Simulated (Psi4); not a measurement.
Reaction (SMILES): ClCl (Cl2) + [H][H] (H2) → 2 Cl (HCl)
B3LYP-D3(BJ)/def2-TZVP geometries, fixed; electronic energies without zero-point terms.

Basis-set convergence of the energy of full hydrogenation at PBE with Psi4. Cartesian d functions, on some or all atoms, in 6-31G*; all else is spherical. Density fitting with the program's default auxiliary sets. Psi4's default fitting sets serve the pcseg sets less well. No added dispersion term, no relativity. Functions are those of the species that has most. Reference: the value in aug-cc-pV(5+d)Z, -42.59 kcal/mol, itself unsure by roughly 0.11 kcal/mol (its mean distance from aug-cc-pV(Q+d)Z, cc-pV(5+d)Z, def2-QZVPPD). Deviations are taken from unrounded values.

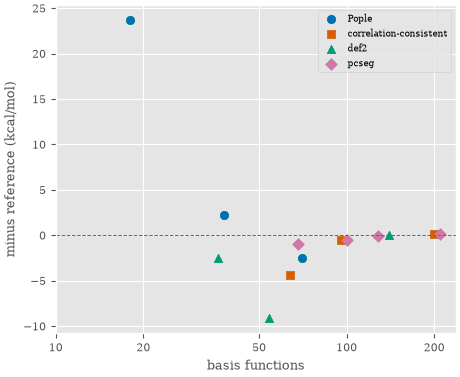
*Deviation from the reference against the number of basis functions, by family of sets.*

| basis | functions | energy of full hydrogenation (kcal/mol) | minus reference (kcal/mol) |
|---|---|---|---|
| STO-3G | 18 | -18.92 | 23.67 |
| def2-SVP | 36 | -45.11 | -2.52 |
| 6-31G* | 38 | -40.32 | 2.27 |
| def2-SVPD | 54 | -51.72 | -9.13 |
| aug-cc-pV(D+d)Z | 64 | -46.99 | -4.40 |
| pcseg-2 | 68 | -43.50 | -0.91 |
| 6-311++G(2d,2p) | 70 | -45.06 | -2.47 |
| jun-cc-pV(T+d)Z | 96 | -43.12 | -0.53 |
| aug-pcseg-2 | 100 | -43.16 | -0.57 |
| pcseg-3 | 128 | -42.62 | -0.03 |
| def2-QZVPP | 140 | -42.52 | 0.07 |
| cc-pV(5+d)Z | 200 | -42.49 | 0.10 |
| pcseg-4 | 210 | -42.48 | 0.11 |
